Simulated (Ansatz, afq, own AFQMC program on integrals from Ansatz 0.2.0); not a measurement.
# WO+ (quartet): quantum Monte Carlo beside coupled cluster, def2-TZVP

How near does AFQMC come to the top of the ladder for WO+ (quartet)?

Computed with Ansatz 0.2.0, Gaussian basis, and an in-house AFQMC program (afq) on its integrals; all values are calculated. Level: def2-TZVP, frozen cores.

Plan: PBE (unrestricted); r2SCAN (unrestricted); PBE0 (unrestricted); B3LYP (unrestricted); wB97M-V (unrestricted); B2PLYP (unrestricted); CCSD(T) on UHF; CCSDT(Q) on UHF; Phaseless AFQMC, CISD trial on UHF.

3 further runs of the same task are left out: 3 that didn't finish.

## Step 1: What is computed

The geometry is a PBE0/def2-TZVP stationary point (not a proven minimum) of the parent state, kept for this charge and spin. No spin-orbit coupling is included. Elements past krypton take def2 core potentials.

2 atoms, charge 1, spin multiplicity 4.

Atoms are counted from 1 here; the program's logs count them from 0.

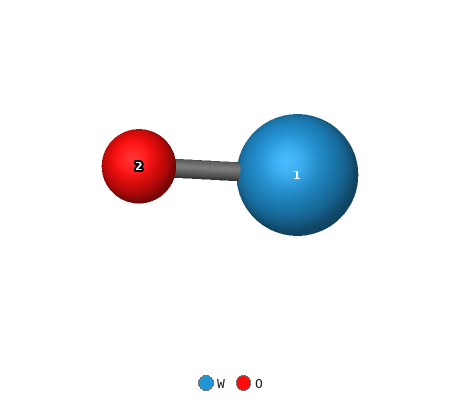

The geometry (tungsten blue, oxygen red); atoms are numbered from 1 in the order of the file.

## Step 2: PBE (unrestricted)

in.yaml

```yaml
crystal:
  periodic: [false, false, false]
  atoms:
    - {symbol: W, position_ang: [0.000000, 0.000000, 0.000000]}
    - {symbol: O, position_ang: [0.000000, 0.000000, 1.703200]}
basis:
  gaussian: {orbitals: def2-TZVP}
total_charge: 1
magnetization: {spin_polarized: true, initial_magnetization: 3}
hamiltonian: {xc: {name: PBE}}
output: {orbitals: {seedname: orbitals}}
```

The run is started by

```console
$ ansatz run in.yaml --threads 1 --pin off --events-out ev --progress --plain --max-ram 8192MiB --backend cpu
```

Output:

```text
Functional definition: PBE
  name "PBE"
  cite "Perdew, Burke & Ernzerhof, Phys. Rev. Lett. 77, 3865 (1996) doi:10.1103/PhysRevLett.77.3865"
  parent pbe
  parameter kappa = 0.804
  parameter beta = 0.06672455060314922
  exchange = pbe_x(kappa = kappa, mu = beta*pi^2/3)
  correlation = pbe_c(beta = beta)
475 factors; their error is unknown
mean field evaluation 1: about -3828.7873 eV, gradient 9.5e1 eV
mean field evaluation 2: about -3517.0550 eV, gradient 2.0e2 eV
mean field evaluation 4: about -3860.6524 eV, gradient 2.5e1 eV
mean field evaluation 8: about -3863.1320 eV, gradient 2.9e-1 eV
mean field evaluation 16: about -3863.1295 eV, gradient 1.4e-5 eV
mean field evaluation 32: about -3862.8079 eV, gradient 7.3e0 eV
mean field -3863.12954629 eV, -141.9673923031 hartree, gradient 6.1e-6 eV, S^2 3.793584; 2 other end points of the search recorded, 0 dependent functions left out
reference -3863.12958377 eV, -141.9673936801 hartree; 12, 9 occupied and 59, 62 virtual orbitals, 475 factors
Total energy: -3863.12958377 eV, -141.9673936801 hartree
```

Run time: 3.2 s. Hardware: 1 thread of AMD EPYC 7R13 (Zen 3), shared host; peak memory 1.7 GiB.

From the report: ⟨S²⟩ of the determinant 3.794 (pure quartet: 3.75).

## Step 3: r2SCAN (unrestricted)

Changes to in.yaml since step 2:

```diff
@@ -9,3 +9,2 @@
 magnetization: {spin_polarized: true, initial_magnetization: 3}
-hamiltonian: {xc: {name: PBE}}
-output: {orbitals: {seedname: orbitals}}
+hamiltonian: {xc: {name: r2SCAN}}
```

Launched as before.

Output:

```text
Functional definition: r2SCAN
  name "r2SCAN"
  cite "Furness, Kaplan, Ning, Perdew & Sun, J. Phys. Chem. Lett. 11, 8208 (2020) doi:10.1021/acs.jpclett.0c02405"
  cite "Furness, Kaplan, Ning, Perdew & Sun, J. Phys. Chem. Lett. 11, 9248 (2020) doi:10.1021/acs.jpclett.0c03077"
  parent r2scan
  parameter k0 = 0.174
  parameter k1 = 0.065
  parameter a1 = 4.9479
  exchange = r2scan_x(k0 = k0, k1 = k1, a1 = a1)
  correlation = r2scan_c
475 factors; their error is unknown
mean field evaluation 1: about -3833.3063 eV, gradient 8.9e1 eV
mean field evaluation 2: about -3556.3981 eV, gradient 1.9e2 eV
mean field evaluation 4: about -3861.7389 eV, gradient 2.5e1 eV
mean field evaluation 8: about -3864.1101 eV, gradient 1.9e-1 eV
mean field evaluation 16: about -3864.1095 eV, gradient 3.7e-4 eV
mean field evaluation 32: about -3862.3026 eV, gradient 1.5e0 eV
mean field -3864.10949090 eV, -142.0034046030 hartree, gradient 7.0e-6 eV, S^2 3.830879; 2 other end points of the search recorded, 0 dependent functions left out
reference -3864.10950370 eV, -142.0034050734 hartree; 12, 9 occupied and 59, 62 virtual orbitals, 475 factors
Total energy: -3864.10950370 eV, -142.0034050734 hartree
```

Run time: 8.5 s. Hardware: 1 thread of AMD EPYC 7R13 (Zen 3), shared host; peak memory 1.7 GiB.

From the report: ⟨S²⟩ of the determinant 3.831 (pure quartet: 3.75).

## Step 4: PBE0 (unrestricted)

Changes to in.yaml since step 3:

```diff
@@ -9,2 +9,3 @@
 magnetization: {spin_polarized: true, initial_magnetization: 3}
-hamiltonian: {xc: {name: r2SCAN}}
+hamiltonian: {xc: {name: PBE0}}
+output: {orbitals: {seedname: orbitals}}
```

Same command.

Output:

```text
Functional definition: PBE0
  name "PBE0"
  cite "Adamo & Barone, J. Chem. Phys. 110, 6158 (1999) doi:10.1063/1.478522"
  cite "Perdew, Burke & Ernzerhof, Phys. Rev. Lett. 77, 3865 (1996) doi:10.1103/PhysRevLett.77.3865"
  parent pbe
  parameter a = 0.25
  parameter kappa = 0.804
  parameter beta = 0.06672455060314922
  exchange = (1 - a)*pbe_x(kappa = kappa, mu = beta*pi^2/3) + a*exact_x
  correlation = pbe_c(beta = beta)
551 factors; their error is unknown
mean field evaluation 1: about -3835.7755 eV, gradient 8.3e1 eV
mean field evaluation 2: about -3585.1779 eV, gradient 1.9e2 eV
mean field evaluation 4: about -3861.0274 eV, gradient 8.8e0 eV
mean field evaluation 8: about -3861.3934 eV, gradient 2.3e-1 eV
mean field evaluation 16: about -3861.4104 eV, gradient 2.6e-5 eV
mean field -3861.41038833 eV, -141.9042144133 hartree, gradient 2.5e-5 eV, S^2 3.825597; 0 other end points of the search recorded, 0 dependent functions left out
reference -3861.41041621 eV, -141.9042154376 hartree; 12, 9 occupied and 59, 62 virtual orbitals, 551 factors
Total energy: -3861.41041621 eV, -141.9042154376 hartree
```

It took 1.7 s on 1 thread of AMD EPYC 7R13 (Zen 3), shared host; peak memory 1.7 GiB.

From the report: ⟨S²⟩ of the determinant 3.826 (pure quartet: 3.75).

## Step 5: B3LYP (unrestricted)

Changes to in.yaml since step 4:

```diff
@@ -9,3 +9,2 @@
 magnetization: {spin_polarized: true, initial_magnetization: 3}
-hamiltonian: {xc: {name: PBE0}}
-output: {orbitals: {seedname: orbitals}}
+hamiltonian: {xc: {name: B3LYP}}
```

Same command.

Output, cut to the lines that bear on the results:

```text
Functional definition: B3LYP
  name "B3LYP"
  cite "Stephens, Devlin, Chabalowski & Frisch, J. Phys. Chem. 98, 11623 (1994) doi:10.1021/j100096a001"
  cite "Becke, Phys. Rev. A 38, 3098 (1988) doi:10.1103/PhysRevA.38.3098"
  cite "Lee, Yang & Parr, Phys. Rev. B 37, 785 (1988) doi:10.1103/PhysRevB.37.785"
  cite "Vosko, Wilk & Nusair, Can. J. Phys. 58, 1200 (1980) doi:10.1139/p80-159"
[...]
544 factors; their error is unknown
[...]
mean field -3864.37665216 eV, -142.0132225983 hartree, gradient 2.1e-5 eV, S^2 3.792682; 2 other end points of the search recorded, 0 dependent functions left out
reference -3864.37683330 eV, -142.0132292550 hartree; 12, 9 occupied and 59, 62 virtual orbitals, 544 factors
Total energy: -3864.37683330 eV, -142.0132292550 hartree
```

It took 2.3 s on 1 thread of AMD EPYC 7R13 (Zen 3), shared host; peak memory 1.7 GiB.

From the report: ⟨S²⟩ of the determinant 3.793 (pure quartet: 3.75).

## Step 6: wB97M-V (unrestricted)

Changes to in.yaml since step 5:

```diff
@@ -9,2 +9,3 @@
 magnetization: {spin_polarized: true, initial_magnetization: 3}
-hamiltonian: {xc: {name: B3LYP}}
+hamiltonian: {xc: {name: wB97M-V}}
+output: {orbitals: {seedname: orbitals}}
```

Same command.

Output, cut to the lines that bear on the results:

```text
Functional definition: wB97M-V
  name "wB97M-V"
  cite "Mardirossian & Head-Gordon, J. Chem. Phys. 144, 214110 (2016) doi:10.1063/1.4952647"
  cite "Becke, J. Chem. Phys. 107, 8554 (1997) doi:10.1063/1.475007"
  cite "Vydrov & Van Voorhis, J. Chem. Phys. 133, 244103 (2010) doi:10.1063/1.3521275"
  # Of w^i u^j: cxij and so on, Table III.
[...]
  gx(w, u) = 1 - cx + cx01*u + cx10*w
  gss(w, u) = css00 + css04*u^4 + css10*w + css20*w^2 + css43*w^4*u^3
  gos(w, u) = cos00 + cos10*w + (cos20 + cos21*u)*w^2 + (cos60 + cos61*u)*w^6
[...]
      + integral(e_c_pw_mod_opposite_spin*gos(b97_w_opposite, b97_u_opposite)) + vv10(b, c)
519 factors; their error is unknown
102 factors; integrals over basis functions are off by at most 2.6e-5 eV
[...]
mean field -3860.66794162 eV, -141.8769299997 hartree, gradient 7.7e-5 eV, S^2 3.805975; 1 other end points of the search recorded, 0 dependent functions left out
reference -3860.66797833 eV, -141.8769313488 hartree; 12, 9 occupied and 59, 62 virtual orbitals, 519 factors
Total energy: -3860.66797833 eV, -141.8769313488 hartree
```

Wall time 7.5 s (1 thread of AMD EPYC 7R13 (Zen 3), shared host); peak memory 1.7 GiB.

From the report: ⟨S²⟩ of the determinant 3.806 (pure quartet: 3.75).

## Step 7: B2PLYP (unrestricted)

Changes to in.yaml since step 6:

```diff
@@ -9,3 +9,3 @@
 magnetization: {spin_polarized: true, initial_magnetization: 3}
-hamiltonian: {xc: {name: wB97M-V}}
-output: {orbitals: {seedname: orbitals}}
+hamiltonian: {xc: {name: B2PLYP}}
+correlation: {electrons: outside_noble_gas}
```

The command is unchanged.

Output, cut to the lines that bear on the results:

```text
Functional definition: B2PLYP
  name "B2PLYP"
  cite "Grimme, J. Chem. Phys. 124, 034108 (2006) doi:10.1063/1.2148954"
  cite "Becke, Phys. Rev. A 38, 3098 (1988) doi:10.1103/PhysRevA.38.3098"
  cite "Lee, Yang & Parr, Phys. Rev. B 37, 785 (1988) doi:10.1103/PhysRevB.37.785"
[...]
576 factors; integrals over basis functions are off by at most 1.3e-3 eV
[...]
mean field -3853.87808807 eV, -141.6274074841 hartree, gradient 2.1e-6 eV, S^2 3.875821; 0 other end points of the search recorded, 0 dependent functions left out
5 core orbitals not correlated: weight in the atoms' cores, before any rotation towards them, 0.983 or more for the frozen orbitals, at most 0.014 for the correlated occupied ones
reference -3853.87820187 eV, -141.6274116664 hartree; 7, 4 occupied and 59, 62 virtual orbitals, 576 factors
second order -13.58943627 eV of doubles, -0.00000000 eV of singles
Total energy: -3857.54734967 eV, -141.7622503607 hartree
```

Run time: 3.6 s. Hardware: 1 thread of AMD EPYC 7R13 (Zen 3), shared host; peak memory 1.7 GiB.

From the report: ⟨S²⟩ of the determinant 3.876 (pure quartet: 3.75).

## Step 8: CCSD(T) on UHF

Changes to in.yaml since step 7:

```diff
@@ -9,3 +9,2 @@
 magnetization: {spin_polarized: true, initial_magnetization: 3}
-hamiltonian: {xc: {name: B2PLYP}}
-correlation: {electrons: outside_noble_gas}
+correlation: {method: ccsd_t, electrons: outside_noble_gas, hamiltonian_folder: ham}
```

The run is started by

```console
$ ansatz run in.yaml --threads 1 --pin off --events-out ev --progress --plain --max-ram 24576MiB --backend cuda --devices 0, --max-vram 18GiB
```

Output, cut to the lines that bear on the results:

```text
Functional definition: HF
  name "HF"
  cite "Fock, Z. Phys. 61, 126 (1930) doi:10.1007/BF01340294"
  parent pbe
[...]
576 factors; integrals over basis functions are off by at most 1.3e-3 eV
[...]
mean field -3836.91953871 eV, -141.0041922902 hartree, gradient 2.3e-6 eV, S^2 4.320351; 19 other end points of the search recorded, 0 dependent functions left out
determinant -3836.91953871 eV, -141.0041922902 hartree, with singles and doubles -3846.20978694 eV, -141.3456026156 hartree
determinant -3836.91893993 eV, -141.0041702853 hartree, with singles and doubles -3846.21450150 eV, -141.3457758725 hartree
determinant -3835.28369454 eV, -140.9440761259 hartree, with singles and doubles -3844.23449003 eV, -141.2730117929 hartree
determinant -3835.20469806 eV, -140.9411730585 hartree, with singles and doubles -3844.10401681 eV, -141.2682169906 hartree
determinant -3833.98471554 eV, -140.8963395280 hartree, with singles and doubles -3841.26735146 eV, -141.1639714616 hartree
determinant -3836.91953871 eV, -141.0041922902 hartree, with singles and doubles -3846.27718965 eV, -141.3480796192 hartree
determinant -3836.91893993 eV, -141.0041702853 hartree, with singles and doubles -3846.27622256 eV, -141.3480440794 hartree
5 core orbitals not correlated: weight in the atoms' cores, before any rotation towards them, 0.964 or more for the frozen orbitals, at most 0.031 for the correlated occupied ones
reference -3836.91893993 eV, -141.0041702853 hartree; 7, 4 occupied and 59, 62 virtual orbitals, 576 factors
second order -9.03980370 eV of doubles, -0.00000000 eV of singles
cycle   1  -9.35729025 eV  change   -7.6e-6 eV  update   4.6e-6
perturbative correction -0.56577046 eV, -0.0207916810 hartree
Total energy: -3846.84200064 eV, -141.3688360403 hartree
```

Run time: 28 s. Hardware: 1 × NVIDIA H100 80GB HBM3 with 1 thread of AMD EPYC 7R13 (Zen 3), shared host; peak host memory 1.7 GiB.

From the report: ⟨S²⟩ of the determinant 4.317 (pure quartet: 3.75); correlation -9.9231 eV; T1 0.070; largest double amplitude 0.05. The determinant is far from a pure spin state, so its energy mixes those of several spin states (harmless only where they are near-degenerate, as at dissociation).

This run also writes the integrals to the folder ham.

## Step 9: CCSDT(Q) on UHF

Changes to in.yaml since step 8:

```diff
@@ -9,2 +9,2 @@
 magnetization: {spin_polarized: true, initial_magnetization: 3}
-correlation: {method: ccsd_t, electrons: outside_noble_gas, hamiltonian_folder: ham}
+correlation: {method: ccsdt_q, electrons: outside_noble_gas}
```

Same command.

Output, cut to the lines that bear on the results:

```text
Functional definition: HF
  name "HF"
  cite "Fock, Z. Phys. 61, 126 (1930) doi:10.1007/BF01340294"
  parent pbe
[...]
981 factors; integrals over basis functions are off by at most 1.6e-7 eV
[...]
mean field -3836.91957720 eV, -141.0041937047 hartree, gradient 2.3e-6 eV, S^2 4.320348; 20 other end points of the search recorded, 0 dependent functions left out
determinant -3836.91957720 eV, -141.0041937047 hartree, with singles and doubles -3846.21006611 eV, -141.3456128746 hartree
determinant -3836.91897842 eV, -141.0041716999 hartree, with singles and doubles -3846.21469307 eV, -141.3457829122 hartree
determinant -3835.28373549 eV, -140.9440776305 hartree, with singles and doubles -3844.23498688 eV, -141.2730300517 hartree
determinant -3835.20473811 eV, -140.9411745305 hartree, with singles and doubles -3844.10412950 eV, -141.2682211317 hartree
determinant -3835.12976753 eV, -140.9384194125 hartree, with singles and doubles -3844.06780462 eV, -141.2668862171 hartree
determinant -3833.98475630 eV, -140.8963410256 hartree, with singles and doubles -3841.26744147 eV, -141.1639747693 hartree
determinant -3836.91957720 eV, -141.0041937047 hartree, with singles and doubles -3846.27722394 eV, -141.3480808793 hartree
determinant -3836.91897842 eV, -141.0041716999 hartree, with singles and doubles -3846.27625690 eV, -141.3480453415 hartree
5 core orbitals not correlated: weight in the atoms' cores, before any rotation towards them, 0.964 or more for the frozen orbitals, at most 0.031 for the correlated occupied ones
reference -3836.91897842 eV, -141.0041716999 hartree; 7, 4 occupied and 59, 62 virtual orbitals, 981 factors
second order -9.03981251 eV of doubles, -0.00000000 eV of singles
cycle   1  -8.33662373 eV  change    7.0e-1 eV  update   1.8e-1
[...]
cycle  27  -10.02414739 eV  change    4.3e-8 eV  update   4.0e-7
perturbative correction -0.07696160 eV, -0.0028282868 hartree
Total energy: -3847.02008741 eV, -141.3753806085 hartree
```

It took 48 s on 1 × NVIDIA H100 80GB HBM3 with 1 thread of AMD EPYC 7R13 (Zen 3), shared host; peak host memory 1.7 GiB.

From the report: ⟨S²⟩ of the determinant 4.317 (pure quartet: 3.75); correlation -10.1011 eV; T1 0.080; largest double amplitude 0.06. The determinant is far from a pure spin state, so its energy mixes those of several spin states (harmless only where they are near-degenerate, as at dissociation).

## Step 10: Phaseless AFQMC, CISD trial on UHF

It reads the integrals that the CCSD(T) run on this determinant wrote.

The run is started by

```console
$ afq ham --method phaseless --trial cisd --walkers 3700 --populations 20 --least-time 60 --time-step 0.005 --steps-per-block 50 --equilibration-blocks 40 --max-blocks 4000 --target-error 0.0002 --factor-cut 1e-05 --start spin_pure --seed 8854 --release-times 0.24,0.5,1,1.5 --release-step 0.02 --release-every 3 --taylor-order 6
```

Output:

```text
orbitals 66  electrons 7 4  factors 510 of 576
reference energy -141.00417029 Eh
CCSD correlation -0.34387384 Eh in 18 cycles, weight of the determinant in the CISD state 0.7892
energy of the start -141.309187 Eh
 block  time / (1/Eh)  mean weight  energy / Eh
     1     0.250  1.0002  -141.335910
     2     0.500  1.0001  -141.351132
     3     0.750  1.0005  -141.357828
     4     1.000  1.0002  -141.362350
     5     1.250  1.0001  -141.365109
     6     1.500  1.0001  -141.368557
     7     1.750  0.9997  -141.366795
     8     2.000  1.0000  -141.368480
     9     2.250  0.9998  -141.373233
    10     2.500  0.9999  -141.373178
    13     3.250  1.0000  -141.374985
    16     4.000  1.0002  -141.373691
    19     4.750  0.9999  -141.375424
    22     5.500  1.0002  -141.374784
    25     6.250  1.0005  -141.372916
    28     7.000  1.0001  -141.372268
    31     7.750  1.0001  -141.372445
    34     8.500  1.0001  -141.372160
    37     9.250  1.0004  -141.375787
    40    10.000  0.9998  -141.371528
    43    10.750  1.0003  -141.373563
    46    11.500  0.9999  -141.376057
    49    12.250  0.9997  -141.376761
    52    13.000  1.0002  -141.370019
    55    13.750  1.0002  -141.370944
    58    14.500  1.0004  -141.371031
    61    15.250  1.0000  -141.370827
    64    16.000  1.0005  -141.374477
    67    16.750  1.0000  -141.371830
    70    17.500  0.9998  -141.372805
    73    18.250  1.0000  -141.370937
    76    19.000  1.0005  -141.371432
    79    19.750  1.0000  -141.370274
    82    20.500  0.9997  -141.368387
    85    21.250  0.9998  -141.370937
    88    22.000  1.0002  -141.373107
    91    22.750  0.9998  -141.371881
    94    23.500  1.0002  -141.373216
    97    24.250  1.0001  -141.370851
   100    25.000  1.0000  -141.372631
   103    25.750  0.9997  -141.371620
   106    26.500  1.0003  -141.369377
   109    27.250  1.0003  -141.373009
   112    28.000  1.0000  -141.368362
   115    28.750  1.0005  -141.371545
   118    29.500  0.9997  -141.374496
   121    30.250  0.9993  -141.373899
   124    31.000  0.9999  -141.373388
   127    31.750  0.9998  -141.370773
   130    32.500  0.9995  -141.370096
   133    33.250  1.0001  -141.368122
   136    34.000  1.0003  -141.371566
   139    34.750  0.9996  -141.371921
   142    35.500  0.9999  -141.370953
   145    36.250  1.0001  -141.371110
   148    37.000  0.9997  -141.371340
error from the spread of 20 populations
released: time / (1/Eh)  energy / Eh  error  mean overlap
  0.24  -141.372888  0.000737  0.9989
  0.50  -141.372751  0.000217  0.9989
  1.00  -141.373386  0.000358  0.9918
  1.50  -141.374355  0.000379  0.9833
energy -141.371820 +/- 0.000321 Eh
```

Wall time 4.2 min (1 × NVIDIA H100 80GB HBM3 with 2 threads of AMD EPYC 7R13 (Zen 3), shared host); peak host memory 1.7 GiB.

Energy -3846.9232 ± 0.0087 eV. Caveats: constraint bias not in the error; error above the target.

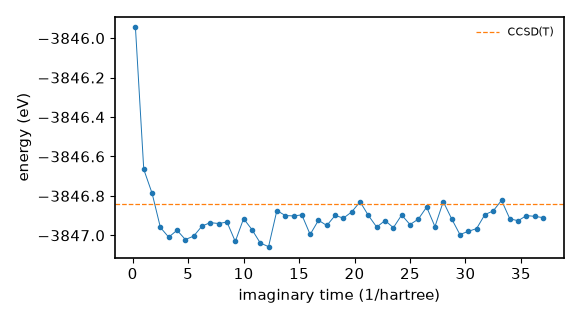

Block energies along the walk.

## Step 11: All levels side by side

On the UHF determinant, counted from CCSDT(Q) (a yardstick, not exact):

```
                                                level  energy (eV)  from CCSDT(Q) (kJ/mol)  statistical error (kJ/mol)     time
                                                   HF   -3836.9189                  +974.6                                     
                                                  MP2   -3845.9587                  +102.4                                     
                                                 CCSD   -3846.2762                   +71.8                                     
                                              CCSD(T)   -3846.8420                   +17.2                                     
                                             CCSDT(Q)   -3847.0201                     0.0                                     
Phaseless AFQMC, CISD trial, step 0.005, 3700 walkers   -3846.9232                    +9.3                         0.8  4.2 min
```

The functionals' totals stand on their own zeros and serve differences with other points: PBE -3863.130 eV; r2SCAN -3864.110 eV; PBE0 -3861.410 eV; B3LYP -3864.377 eV; wB97M-V -3860.668 eV; B2PLYP -3857.547 eV.

## Step 12: What came out

| quantity | value |
| --- | --- |
| CCSD(T) on UHF from CCSDT(Q) | +17.2 kJ/mol |
| Phaseless AFQMC, CISD trial on UHF from CCSDT(Q) | +9.3 ± 0.8 kJ/mol |

In words: On UHF the phaseless walk with the CISD trial lies +9.3 kJ/mol from CCSDT(Q), 11 times its error bar. Error bars are statistical and leave out the constraint, the time step and what remains of the start. W carries a core potential, and spin-orbit coupling is left out.
